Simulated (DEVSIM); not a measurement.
Structure: Pt/SiO2/p-Si capacitor, at 300 K.

```
layer (left to right)  material  thickness (nm)  Na (cm⁻³)
---------------------  --------  --------------  ---------
1                          SiO2            1.60          -
2                            Si             550     1.1e18
```

Metal gate on the left, work function 5.6 eV. Fixed charge at the semiconductor interface 6e10 cm⁻² (in units of +e); no interface traps.

The device is made up for the run: typed textbook-type constants, with dimensions and the other settings drawn at random. Values at 300 K.

```tsv
parameter	SiO2	Si
gap (eV)	9	1.124
affinity (eV)	0.9	4.05
permittivity	3.9	11.7
Nc (cm⁻³)	-	2.86e19
Nv (cm⁻³)	-	3.1e19
```

Model (solved in DEVSIM): 1D Poisson equation in equilibrium, Boltzmann statistics, complete ionisation; no quantum confinement or tunnelling. Metal contacts follow the ideal Schottky-Mott rule: no Fermi-level pinning, no interface dipoles.

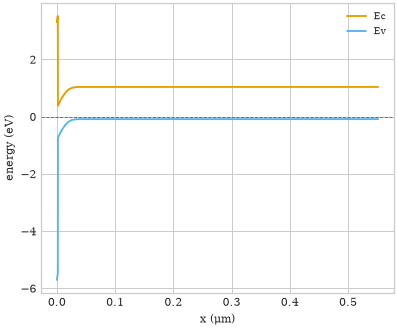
Figure: Band edges at 1.4 V on the gate

Energies count from the Fermi level of the right contact; mesh points crowd at the junctions.

```
x (μm)     Ec (eV)  Ev (eV)  n (cm⁻³)  p (cm⁻³)  field (V/cm)
---------  -------  -------  --------  --------  ------------
0.000        3.300   -5.700     < 1e2     < 1e2       1400000
0.0005635    3.377   -5.622     < 1e2     < 1e2       1400000
0.001027     3.441   -5.559     < 1e2     < 1e2       1400000
0.001587     3.518   -5.482     < 1e2     < 1e2       1000000
0.002723     0.421   -0.703    2.4e12     4.8e7        450000
0.004497     0.498   -0.626    1.2e11     9.4e8        420000
0.007407     0.612   -0.512     1.5e9    7.8e10        370000
0.01509      0.845   -0.279    180000    6.4e14        240000
0.02558      1.004   -0.120       390    3.0e17         71000
0.04358      1.037   -0.087       110    1.1e18          1100
0.07449      1.038   -0.086       110    1.1e18           ≈ 0
0.1561       1.038   -0.086       110    1.1e18           ≈ 0
0.2675       1.038   -0.086       110    1.1e18           ≈ 0
0.3918       1.038   -0.086       110    1.1e18           ≈ 0
0.4736       1.038   -0.086       110    1.1e18           ≈ 0
0.5081       1.038   -0.086       110    1.1e18           ≈ 0
0.5268       1.038   -0.086       110    1.1e18           ≈ 0
0.5376       1.038   -0.086       110    1.1e18           ≈ 0
0.5456       1.038   -0.086       110    1.1e18           ≈ 0
0.5486       1.038   -0.086       110    1.1e18           ≈ 0
0.5503       1.038   -0.086       110    1.1e18           ≈ 0
0.5516       1.038   -0.086       110    1.1e18           ≈ 0
```
